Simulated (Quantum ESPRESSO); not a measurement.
# Refining one setting for CaMoO₄ (I4_1/a, 12 atoms in the cell)

```xyz
12
Lattice="-2.6118 2.6118 5.7142 2.6118 -2.6118 5.7142 2.6118 2.6118 -5.7142" Properties=species:S:1:pos:R:3 pbc="T T T"
Ca     0.0000     2.6118     2.8571
Ca     0.0000     0.0000     0.0000
Mo     2.6118     0.0000     2.8571
Mo     0.0000     0.0000     5.7142
O      3.3852     1.2712     3.8217
O      1.3406     3.3852     0.9646
O      1.8384    -1.2712     3.8217
O      1.2712    -0.7734     6.6788
O      1.8384     1.3406    -0.9646
O      3.8830    -0.7734     1.8926
O      0.7734     1.2712     4.7497
O      1.3406     0.7734     1.8926
```

Computed with LDA (PZ), GBRV 1.5 ultrasoft (LDA) pseudopotentials (plane waves; Quantum ESPRESSO).

The starting cell comes from a database of published, mostly measured structures (it also holds non-ambient and calculated ones), without a prior relaxation at this level. In the base run, with a pressure of about -4 GPa the cell is away from its equilibrium volume at this level.

Held fixed: occupations = smearing; smearing = marzari-vanderbilt; degauss = 0.0036749 Ry; potentials = {Ca: ca_lda_v1.uspp.F.UPF, Mo: mo_lda_v1.uspp.F.UPF, O: o_lda_v1.2.uspp.F.UPF}; K_POINTS = automatic 5 5 5 0 0 0; conv_thr = 1e-09 Ry; mixing_beta = 0.3. Moved along with it: ecutrho.

ΔF is the free energy per atom less that of the last row (52 Ry).

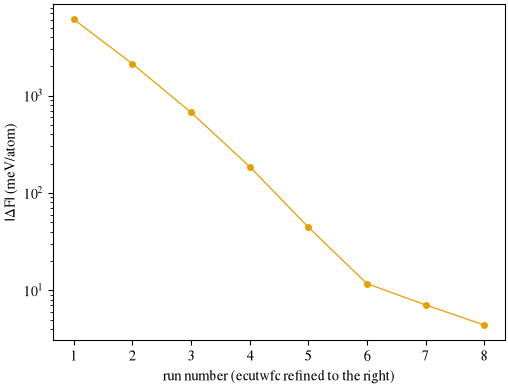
Fig. 1. Size of the energy error against the last run of the series; values under 0.01 meV/atom are drawn at 0.01.

| ecutwfc | ΔF (meV/atom) | pressure (GPa) | largest force (eV/Å) | gap on the mesh (eV) | plane waves | iterations |
|---|---|---|---|---|---|---|
| 16 Ry | 6059.1 | -204.30 | 1.709 | 3.395 | 1150 | 12 |
| 20 Ry | 2115.6 | -96.61 | 0.667 | 3.315 | 1600 | 12 |
| 24 Ry | 670.9 | -43.66 | 0.302 | 3.434 | 2102 | 12 |
| 28 Ry | 186.1 | -18.98 | 0.192 | 3.418 | 2682 | 12 |
| 32 Ry | 44.5 | -8.70 | 0.171 | 3.417 | 3231 | 12 |
| 36 Ry | 11.7 | -5.18 | 0.177 | 3.415 | 3867 | 12 |
| 40 Ry | 7.1 | -4.45 | 0.172 | 3.416 | 4510 | 13 |
| 46 Ry | 4.4 | -4.64 | 0.168 | 3.416 | 5583 | 13 |
| 52 Ry | 0.00 | -4.67 | 0.163 | 3.416 | 6692 | 13 |

Gaps are taken between levels on the mesh.
